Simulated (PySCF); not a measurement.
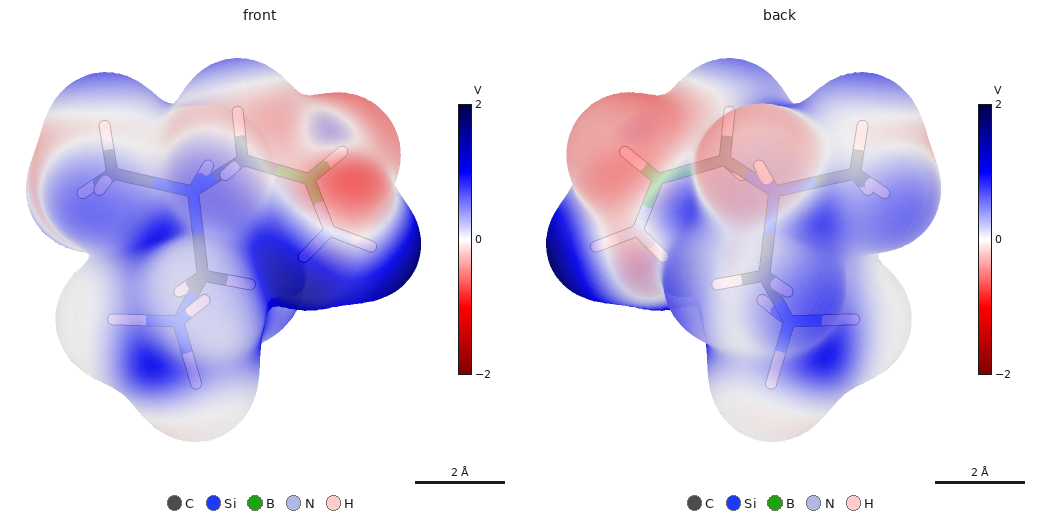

Figure. C3H14BNSi2. The electrostatic potential painted on the density surface at 0.002 e/bohr³, seen from the front and from behind; the colour scale runs from red (negative) to blue (positive).

Geometry: GFN2-xTB.

These are results of PBE0/pcSseg-1, SCF density, gas phase, non-relativistic in PySCF, not measurements.

Input file:

```
{"job": {"kind": "nmr", "xc": "PBE0", "basis": "pcSseg-1"}, "charge": 0, "multiplicity": 1}
C     -1.262482     2.248580    -0.385162
Si    -0.046775     0.869899    -0.881608
C     -0.942917    -0.817889    -0.877280
Si    -1.830689    -1.316996     0.720790
C      1.416112     0.847379     0.338459
B      2.378300    -0.367757     0.062754
N      2.165635    -1.572615     0.709019
H     -0.800402     3.227998    -0.461411
H     -1.607869     2.127613     0.637420
H     -2.136576     2.249059    -1.028388
H      0.421029     1.134376    -2.260802
H     -0.207199    -1.583519    -1.123570
H     -1.673040    -0.828988    -1.686965
H     -2.983771    -0.446325     0.962248
H     -2.305031    -2.703922     0.619545
H     -0.934837    -1.242100     1.883109
H      1.937009     1.800009     0.250500
H      1.004408     0.807433     1.348179
H      3.264933    -0.298188    -0.703856
H      2.717386    -2.400259     0.560953
H      1.417854    -1.716845     1.367418
```

Command:

```sh
OMP_NUM_THREADS=1 python probes_run.py task.json out
```

**Describe the electrostatic potential map.**

The most negative region (about −0.6 V, or −14 kcal/mol for a unit charge) lies over N7, the most positive (about +1.7 V, or +39 kcal/mol for a unit charge) over H20.

**How polar is the molecule by this calculation?**

Its dipole moment is 1.19 D.
